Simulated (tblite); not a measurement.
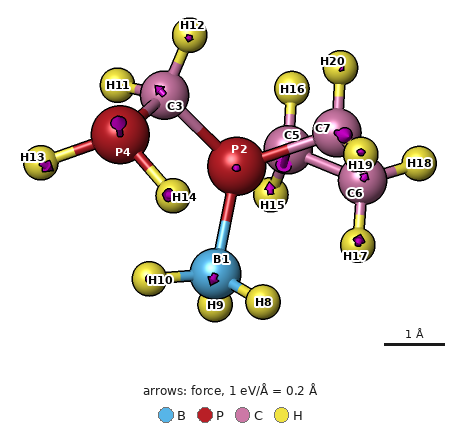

Starting geometry of C4H13BP2 with the computed forces as purple arrows. The picture is a ball-and-stick view, seen at a tilt.

Theory: GFN2-xTB geometry optimisation, gas phase in tblite 0.8.0. 

Is this structure relaxed? If not, where do the atoms go?

Answer. It isn't relaxed: the largest force vector, on C5, is 4.08 eV/Å. The final displacements have little in common with the starting forces (cosine between the two patterns 0.16). The atom that moves furthest after the best rigid fit is H18 (2.05 Å). Largest moves by element: H 2.05 Å, C 0.86 Å, P 0.71 Å, B 0.63 Å. Among the contacts that change: P2–C5 1.783 → 1.861 Å, P2–C3 1.788 → 1.849 Å, B1–P2 1.865 → 1.918 Å, P2–C7 1.810 → 1.860 Å. Among the angles between lasting bonds that change: H13–P4–H14 112.7° → 91.7°, C3–P4–H13 112.3° → 95.0°, C3–P2–C5 119.1° → 102.1°. Groups turn about C6–C7 by about 60°, C5–C6 by about 60°, P2–C7 by about 60°. After 171 geometry steps the energy has fallen by 44.2 kcal/mol. The run took 1.4 s on 1 thread of Arm Neoverse V1 (shared host).
